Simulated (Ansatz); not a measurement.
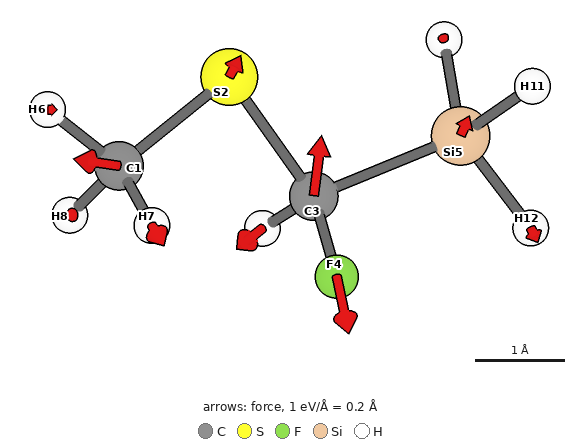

Starting geometry of C2H7FSSi (coarse preliminary run) with the computed forces as red arrows. A ball-and-stick model, seen at a tilt.

The start comes from a force field.

All numbers below come from RKS PBE-D4/def2-SVP in Ansatz. (force threshold 0.03 eV/Å; at most 200 steps)

**Is this structure relaxed? If not, where do the atoms go?**

It isn't relaxed: the largest force vector, on the F atom, is 4.14 eV/Å. The final displacements have little in common with the starting forces (cosine between the two patterns 0.12). Over 6 accepted moves (7 points after the start) the energy falls by 12.7 kcal/mol. The largest force component goes from 3.2 to 0.017 eV/Å. The line search rejected the trial step at point 4 of the run. An H atom moves most after the best rigid fit: 0.45 Å. By element the largest moves are H 0.45 Å, S 0.36 Å, F 0.35 Å, C 0.22 Å, Si 0.09 Å. Near-neighbour distances that change, for instance: C–F 1.304 → 1.406 Å, C–H 1.045 → 1.115 Å, C–S 1.762 → 1.825 Å, H–Si 1.451 → 1.502 Å. Bond angles that change, for instance: H–C–H 102.7° → 109.1°, F–C–H 112.9° → 107.1°, S–C–F 108.3° → 112.5°. Groups turn about C–S by about 20°. Cost: 12 s on 4 threads of Arm Neoverse V1, on a shared host.
